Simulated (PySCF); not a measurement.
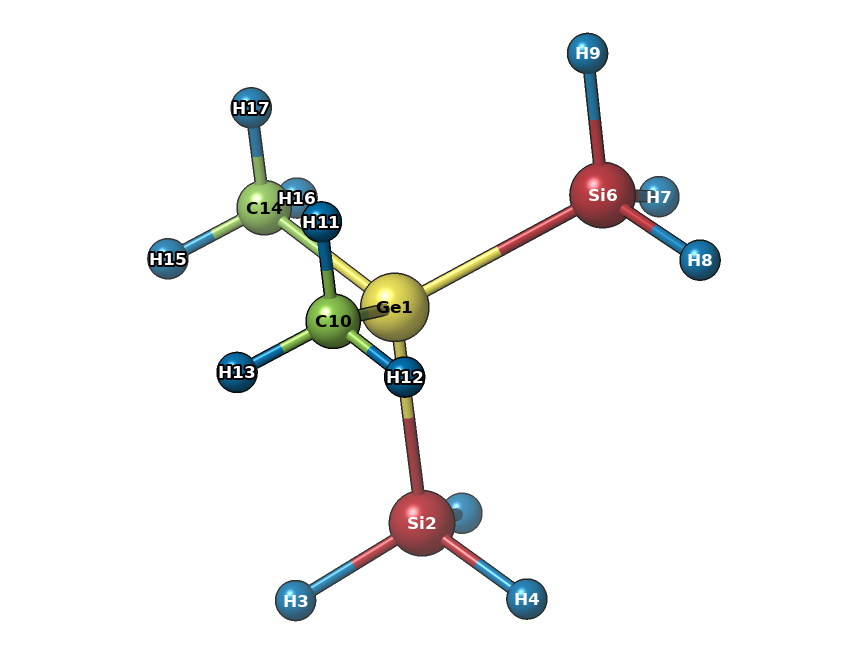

Ge1 lies behind C10. The molecule seen a little off the C10–Ge1 bond, C10 in front. Atoms fade into the background with distance from the viewer. Computed geometry: PBE0-D3(BJ)/def2-SVP optimisation. No frequency run is at hand to confirm it as a minimum.

What is the torsion angle H11–C10–Ge1–Si2? The sign is positive where the front bond must turn clockwise to cover the back bond.

Answer. 180°, antiperiplanar (anti). The bonds about C10–Ge1 are staggered.
